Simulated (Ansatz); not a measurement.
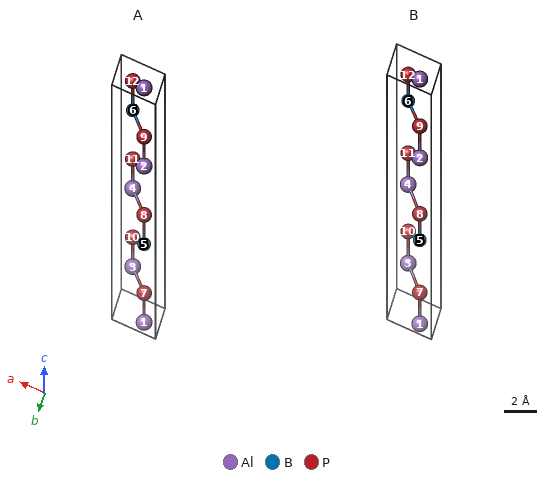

Two geometries of crystalline Al₂BP₃ (a generated structure, set up in P6_3mc) (coarse preliminary run), drawn at one scale. One is the start of a relaxation, the other its converged end. Style: ball-and-stick. Shown: the cell of the calculation, from a free direction.

All numbers below come from Ansatz 0.2.0, DFT PBE, scalar-relativistic, plane waves, PAW. (plane-wave cutoff 420 eV; k-point mesh 6 × 6 × 1; occupations gaussian; smearing width 0.1 eV; no spin polarisation; cell and atoms relaxed; force threshold 0.04 eV/Å; at most 70 steps)

Which of the two is the end point?

Structure B is the relaxed one. The energy falls by 186 meV per atom in 4 accepted moves (5 points after the start). The largest force component goes from 3.6 to 0.022 eV/Å. The pressure goes from 12.19 to 0.08 GPa. The SCF was repeated once at an unchanged geometry on a basis and grid sized afresh for the cell, which shifted the energy by 0.7 meV per atom at most. The largest moves relative to the cell, 0.26 Å, are those of P8 and P12. P12 goes along −c. By element the largest moves are P 0.26 Å, Al 0.12 Å, B 0.06 Å. The volume changes by +7.8 %, with a = b 3.595 → 3.654 Å (+1.7 %), c 17.702 → 18.476 Å (+4.4 %). Some distances before and after: B5–P8 2.212 → 1.992 Å, Al2–P9 2.212 → 2.394 Å, Al1–P7 2.212 → 2.359 Å, Al1–P12 2.203 → 2.309 Å. Bond angles that change, for instance: P12–Al1–P12 109.4° → 104.6°, Al1–P12–Al1 109.4° → 104.6°, P7–Al1–P12 109.6° → 114.0°. The space group stays P6_3mc (No. 186). Cost: 26 s on 1 thread of Arm Neoverse V2 (shared host), peak memory 0.38 GiB.
